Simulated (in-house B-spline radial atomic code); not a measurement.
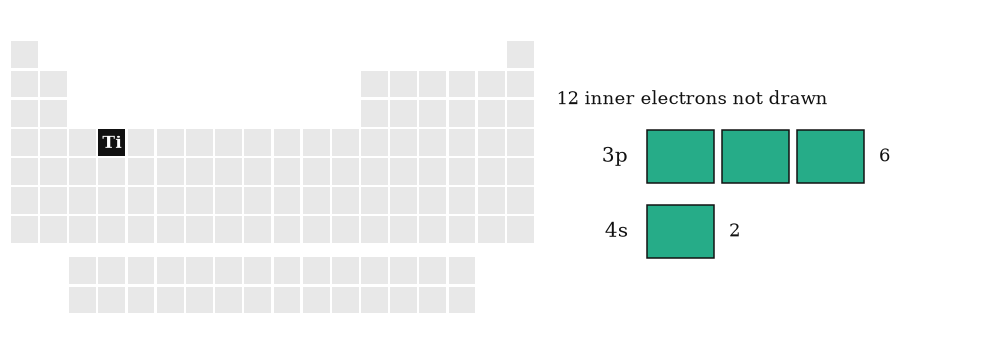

*Left, the place of titanium in the periodic table; right, the outer shells of the closed core: a box for each of the 2l + 1 orbitals, shaded by the share of the shell that is filled, with the electron count at the right.*

Run report: Ti, many-body perturbation calculation

- system: Ti, core [Ar] 4s2.
- method: configuration interaction of two valence electrons with many-body perturbation theory for the core (screened one- and two-electron correlation potentials), Breit and QED, no-pair Dirac, B-spline basis (in-house B-spline radial atomic code)

### Outcome

- outcome: ended with an error
- hardware: 1 CPU thread, shared host
- wall time: 23 s

### Diagnosis

The run ended with an error; the driver noted: error: ValueError('array must not contain infs or NaNs').

### Input file
```
basis_form = 3
Z = 22
core_configuration = [Ar] 4s2
rms_radius = 3.5921
mass_number = 48
speed_of_light = 137.035999084
```

The run was one of a batch that the task file lists, launched with:
```bash
python <driver script> task.json out
```

The program writes its results to a structured record and prints no log; tables and figures of this report are taken from that record.
